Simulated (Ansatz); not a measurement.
# BH5N2···H (doublet): what the fields show

```xyz
9

B     0.0242   -0.1023   -0.2618
H     0.0439   -0.5060    0.8783
N     1.2626    0.0798   -0.9365
H     2.1504   -0.1180   -0.4878
H     1.3589    0.4144   -1.8925
N    -1.2360    0.1694   -0.8616
H    -2.1075    0.0320   -0.3611
H    -1.3652    0.5100   -1.8115
H    -0.1313   -0.4793    3.8645
```

Theory: Ansatz 0.2.0, UKS PBE/6-31G*.

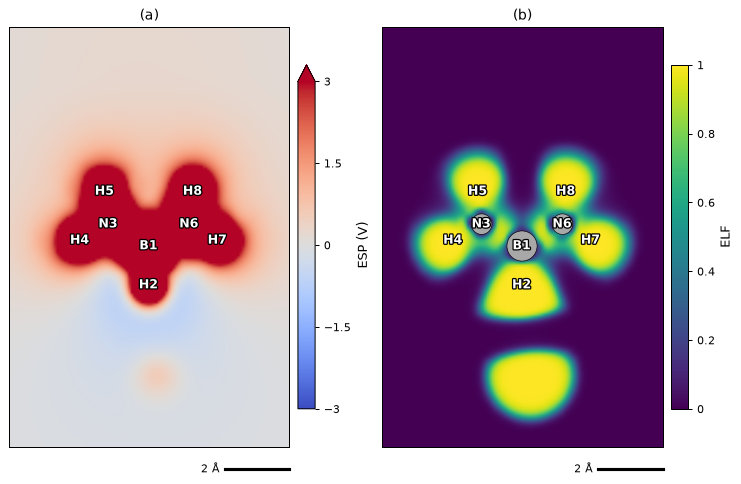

Figure 1. (a) molecular electrostatic potential; (b) ELF on the plane of atoms B1, N6 and H7. Grey discs cover the atomic cores in the ELF map.

Question: What does the map show?

Answer:
- Atoms in the plane: B, H and N.
- B–N (1.42 Å): the ELF peaks at about 0.95 between the atoms, as expected for a short, strongly polar bond.
- N–H (1.01 Å): the ELF climbs to about 1 towards the hydrogen, as it does in any bond to H (a covalent bond by its length).
- B–H (1.21 Å): the ELF climbs to about 1 towards the hydrogen (a covalent bond by its length).
- Outside the dense part of the complex the potential is most negative (−0.6 V) near H2.

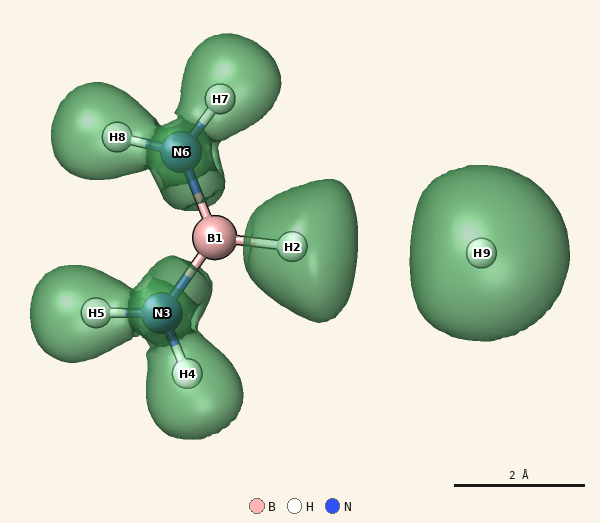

Figure 2. Isosurface of the electron localisation function at 0.75 (green), seen across its widest extent. Core shells and regions of very low density are left out.

Question: Where are the electrons localised?

Answer: At this value the surface marks out two regions around hydrogen nuclei and two joined regions spread over several atoms (H, N), in which their bonds and any lone pairs are merged.

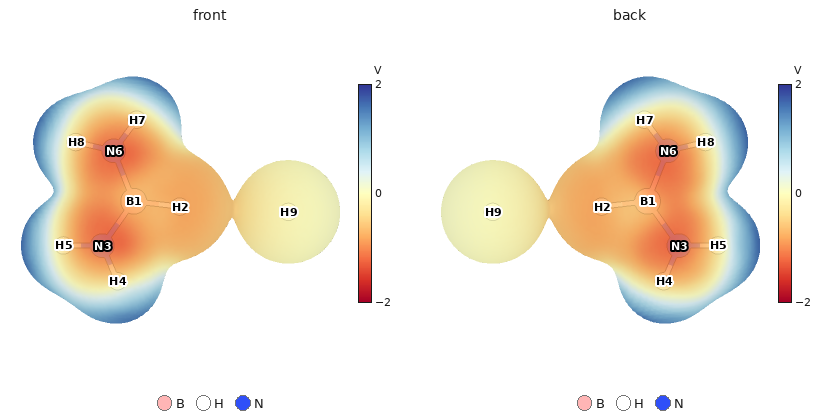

Figure 3. The electrostatic potential painted on the density surface at 0.002 e/bohr³, seen from the front and from behind; the colour scale runs from red (negative) to blue (positive).

Question: Which sites attract a positive test charge, and which a negative one?

Answer: A positive charge is drawn to the negative regions and a negative charge to the positive ones. The most negative region (about −1.2 V) lies over N3 and N6, the most positive (about +1.6 V) over H5 and H8.
